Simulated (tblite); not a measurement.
# C3H12Si4: the cost of one run

Programs: tblite 0.8.0 and PySCF 2.14.0, with density-fitted response routines of our own. Each step states its level of theory. These are calculated values for one molecule in the gas phase, unless marked as measured. Atoms count from 0, in the outputs and in this text.

## (1) Starting geometry

19 atoms, charge 0, multiplicity 1; geometry from: force field or distance geometry start.

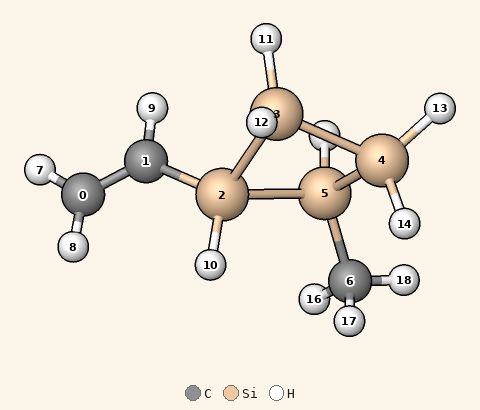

The starting geometry (carbon grey, silicon light orange, hydrogen white), atoms numbered.

## (2) Geometry optimisation with GFN2-xTB

What the job is given:

```
{"job": {"kind": "relax", "xc": "GFN2-xTB", "basis": "xTB"}, "charge": 0, "multiplicity": 1}
C      3.401600    -0.589600     0.302700
C      2.140100    -0.528800     0.776700
Si     0.790900     0.449200     0.100000
Si    -0.451500     1.582400     1.654800
Si    -2.288100     1.025700     0.418000
Si    -1.100500    -0.778100    -0.330000
C     -1.340500    -1.123700    -2.107700
H      4.151500    -1.202200     0.788400
H      3.713100    -0.027600    -0.570800
H      1.893800    -1.122700     1.671100
H      1.178400     1.295900    -1.063400
H     -0.443200     0.896500     2.993000
H     -0.178300     3.037200     1.757400
H     -3.497400     0.677900     1.194300
H     -2.558800     2.010700    -0.680000
H     -1.231000    -1.967700     0.569200
H     -0.613700    -1.855800    -2.468000
H     -1.237900    -0.235000    -2.722800
H     -2.338000    -1.534900    -2.290500
```

Started as:

```console
> OMP_NUM_THREADS=1 python probes_run.py task.json out
```

The driver reads the jobs from task.json and runs them one after another.

**Question.** How long does this first job take on 1 thread of Arm Neoverse V1, shared host, and how much memory does it need?

About 1.4 s, with a peak of 0.17 GiB.
